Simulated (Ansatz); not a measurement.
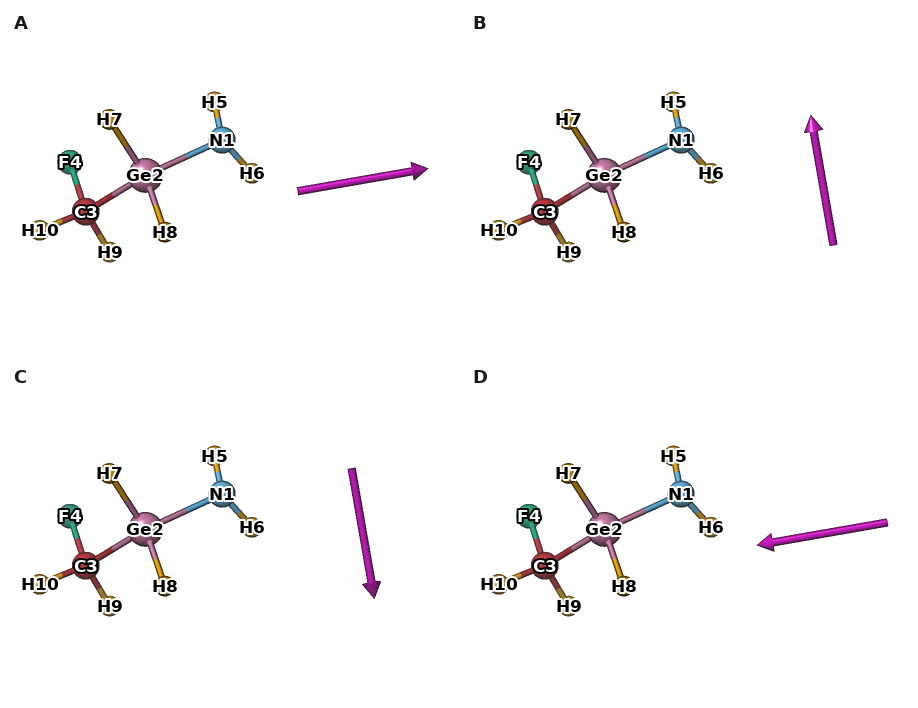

The same molecule four times, each with an arrow. The computed structure is the end point of a PBE0-D4/def2-TZVP optimisation. Properties computed with RKS B3LYP-D4/def2-TZVPP (Ansatz 0.2.0).

Which arrow points along the dipole moment, from the negative to the positive end?

C. The dipole moment is 1.39 D; it points from the side of H7 to the side of H9 (the outermost atoms at the two ends).
